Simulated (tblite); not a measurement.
# C2H12Ge2OSi: the cost of one run

Computed with tblite 0.8.0 and PySCF 2.14.0, with density-fitted response routines of our own, on a single molecule in the gas phase. Atoms are numbered from 0 throughout.

## Step 1: The starting structure

18 atoms, charge 0, multiplicity 1; geometry from: force field or distance geometry start.

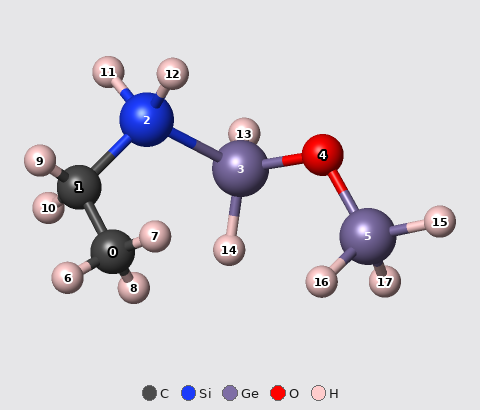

The starting geometry (carbon dark grey, silicon blue, germanium purple, oxygen red, hydrogen pink), atoms numbered; sticks join atoms by distance.

## Step 2: Optimising the geometry with GFN2-xTB

Job settings and geometry (Å):

```
{"job": {"kind": "relax", "xc": "GFN2-xTB", "basis": "xTB"}, "charge": 0, "multiplicity": 1}
C     -1.742000    -1.308400    -0.627100
C     -2.319300     0.075200    -0.409000
Si    -1.098000     1.256100     0.353400
Ge     0.944200     1.264400    -0.704100
O      2.217700     0.710800     0.424200
Ge     3.100100    -0.720600    -0.163400
H     -2.633500    -1.973300    -0.758100
H     -1.155900    -1.672100     0.255100
H     -1.129400    -1.295200    -1.542600
H     -3.223200     0.016100     0.255700
H     -2.653400     0.439500    -1.403300
H     -1.672900     2.610800     0.142800
H     -0.940200     1.081300     1.810300
H      1.249200     2.694700    -1.223200
H      0.931400     0.352000    -1.958500
H      4.221600    -1.131400     0.830300
H      2.136800    -1.913200    -0.269400
H      3.758000    -0.480300    -1.554400
```

Launch:

```sh
OMP_NUM_THREADS=1 python probes_run.py task.json out
```

The driver reads the jobs from task.json and runs them one after another.

**Question.** How long does this first job take on 1 thread of Arm Neoverse N1, shared host?

About 2.8 s.
